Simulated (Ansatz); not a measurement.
**Br$_{3}$HOZr (SMILES [OH][Zr]([Br])([Br])[Br]): density, localisation and related maps**

```csv
atom,x (Å),y (Å),z (Å)
Br,1.8733,-1.5880,-0.9616
Br,-2.1652,-1.0408,-1.0916
Br,0.3390,2.1530,-1.4870
O,-0.0213,0.2001,1.4826
Zr,0.0044,-0.0501,-0.3754
H,-0.0301,0.3258,2.4330
```

Geometry: PBE0-D4/def2-SVP; core potentials replace the inner electrons of Zr.

Method: Ansatz, isolated molecule in a Gaussian basis; Kohn-Sham density functional theory, functional PBE0.

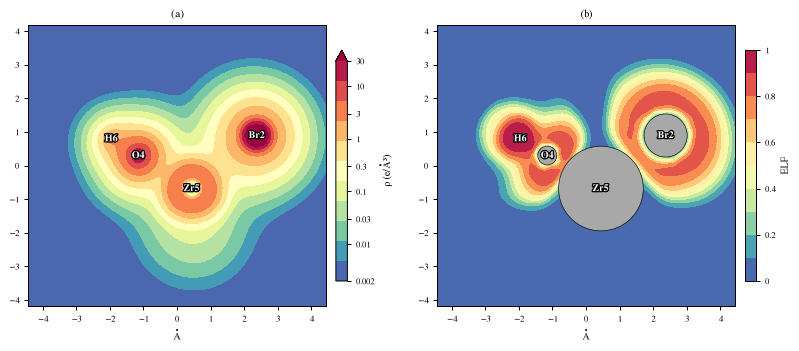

Figure 1. (a) electron density; (b) electron localisation function on the plane of atoms Br2, Zr5 and O4. Grey discs cover the atomic cores in the ELF map.

Question: Read the bonding off the picture.

Answer:
- The plane passes through Br, O, Zr and H nuclei.
- Zr–O (1.88 Å): the density is about 1 e/Å³ at the midpoint; the ELF peaks at about 0.75 in the valence shell of O, 0.6 Å from its nucleus, and drops to about 0.25 between the two atoms.
- Zr–Br (2.49 Å): ρ is about 0.55 e/Å³ halfway; the ELF peaks at about 0.75 in the valence shell of Br, 1.0 Å from its nucleus, and is about 0.45 at the midpoint.
- O–H (0.96 Å): the density is about 3.8 e/Å³ at the midpoint; the ELF climbs to about 1 towards the hydrogen, as it does in any bond to H; a covalent bond by its length.

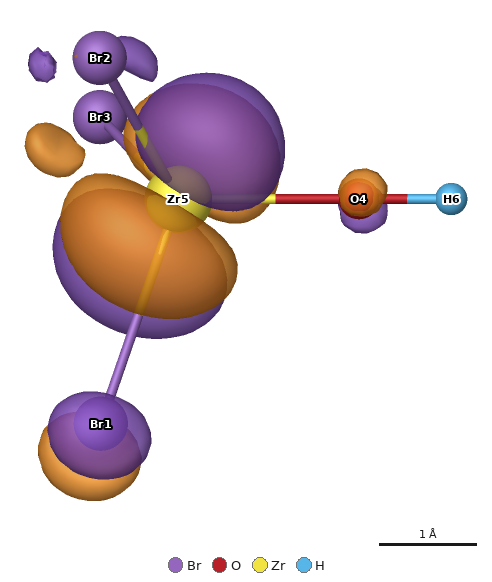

Figure 2. The LUMO at ±0.15 Å⁻³ᐟ² (orange and purple are the two phases), seen from one side.

Question: Describe this orbital and give its energy.

Answer: By Hirshfeld shares it lies mainly on Zr5 (about 65 %), Br1 (about 10 %), Br3 (about 10 %) and Br2 (about 10 %). It is one of a degenerate set, so its orientation is arbitrary. Its energy is −2.27 eV.

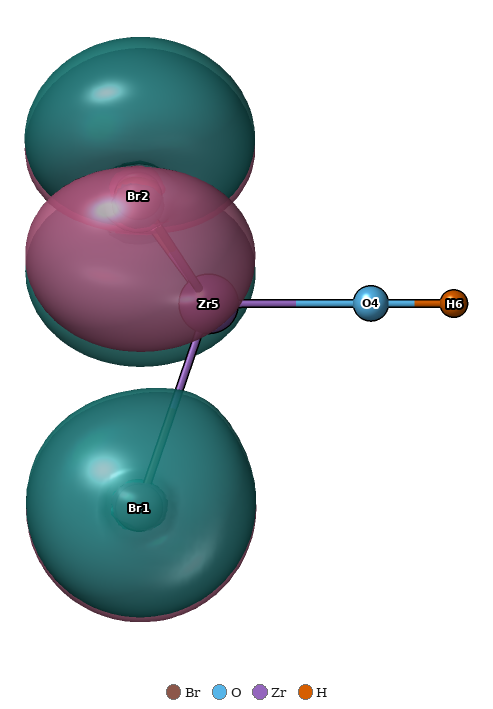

Figure 3. The HOMO at ±0.06 Å⁻³ᐟ² (teal and pink are the two phases), seen from one side.

Question: Describe this orbital and give its energy.

Answer: It lies mainly on Br1 (about 30 %), Br2 (about 30 %) and Br3 (about 30 %); largely a combination of lone pairs on Br1, Br2 and Br3. Its energy is −8.57 eV.
